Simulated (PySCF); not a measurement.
## Electronic structure of C$_{3}$H$_{7}$ClO$_{3}$Si in real space

Input

```
{"job": {"kind": "uv", "xc": "B3LYP", "basis": "def2-SVPD", "nstates": 8, "ntriplets": 3}, "charge": 0, "multiplicity": 1}
O      2.762561     0.327170     0.956289
Si     1.542112     0.494054    -0.070406
O      0.962414    -0.961792    -0.539533
C     -0.380176    -1.134798    -0.863599
C     -1.324886    -0.441686     0.115033
Cl    -1.167154    -1.214361     1.715584
C     -1.020308     1.047872     0.253451
O      0.298398     1.302348     0.619231
H      2.650097    -0.131601     1.787110
H      2.090078     1.228998    -1.192864
H     -0.576492    -0.734968    -1.868517
H     -0.576599    -2.212397    -0.871924
H     -2.359913    -0.582322    -0.203785
H     -1.662817     1.489430     1.022925
H     -1.241730     1.532044    -0.708251
```

Command:

```sh
OMP_NUM_THREADS=1 python probes_run.py task.json out
```

Geometry: GFN2-xTB.

Method: B3LYP/def2-SVPD, SCF density, gas phase (PySCF 2.14.0).

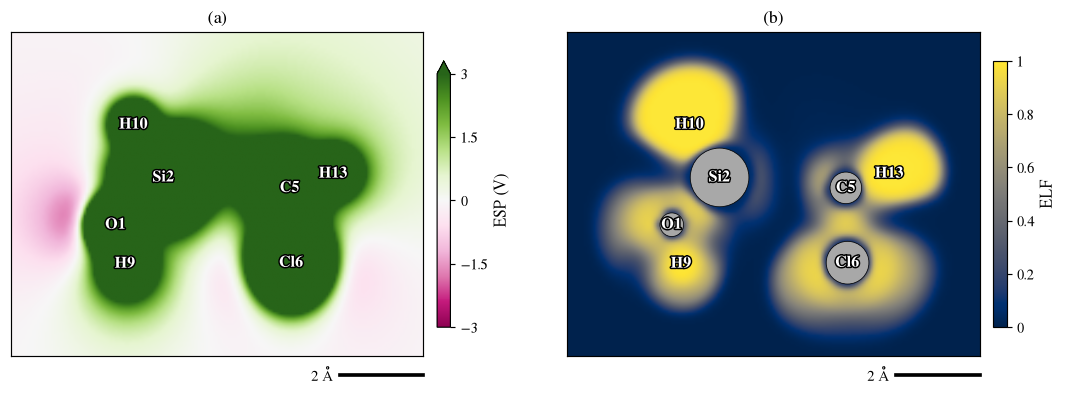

Figure 1. (a) electrostatic potential; (b) ELF on the plane of atoms Cl6, C5 and H13. Grey discs cover the atomic cores in the ELF map.

What does the map show?

- The section cuts through O, Si, C, Cl and H sites.
- Si–O (1.60 Å): the ELF peaks at about 0.90 between the atoms: a polar covalent bond.
- C–Cl (1.78 Å): the ELF peaks at about 0.90 between the atoms, as expected for a shared electron pair.
- O–H (0.96 Å): the ELF climbs to about 1 towards the hydrogen, as it does in any bond to H: an ordinary covalent bond to hydrogen.
- C–H (1.09 Å): the ELF climbs to about 1 towards the hydrogen (a covalent bond by its length).
- Si–H (1.45 Å): the ELF climbs to about 1 towards the hydrogen.
- The ELF also peaks beside Cl6 and O1, away from the bonds: lone-pair regions.
- Outside the dense part of the molecule the potential is most negative (−1.6 V) near O1.

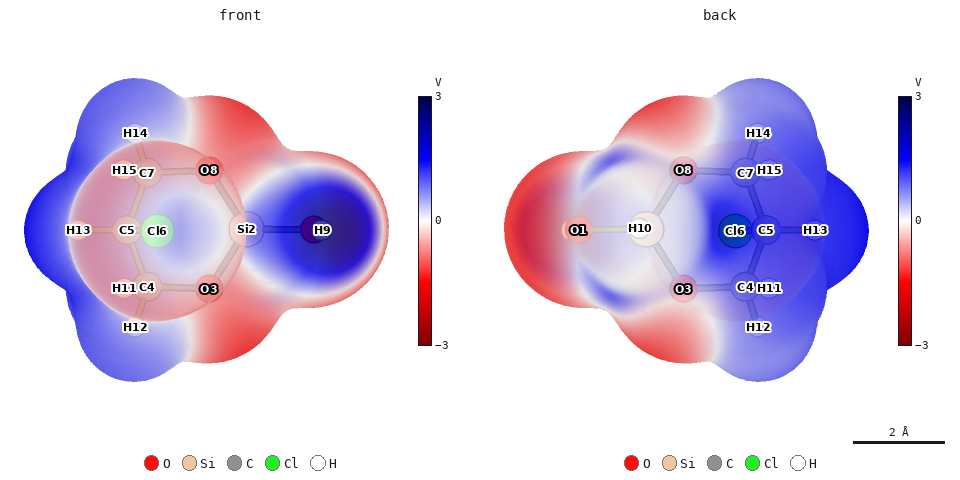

Figure 2. The molecular electrostatic potential painted on the density surface at 0.002 e/bohr³, seen from the front and from behind; red is negative and blue positive.

Which sites attract a positive test charge, and which a negative one?

A positive charge is drawn to the negative regions and a negative charge to the positive ones. The most negative region (about −1.3 V) lies over O1, the most positive (about +2.4 V) over H9. Cl6 shows a σ-hole: about +0.3 V at the tip opposite its bond, against about −0.4 V on its flanks. O1 is the likeliest acceptor of a hydrogen bond.
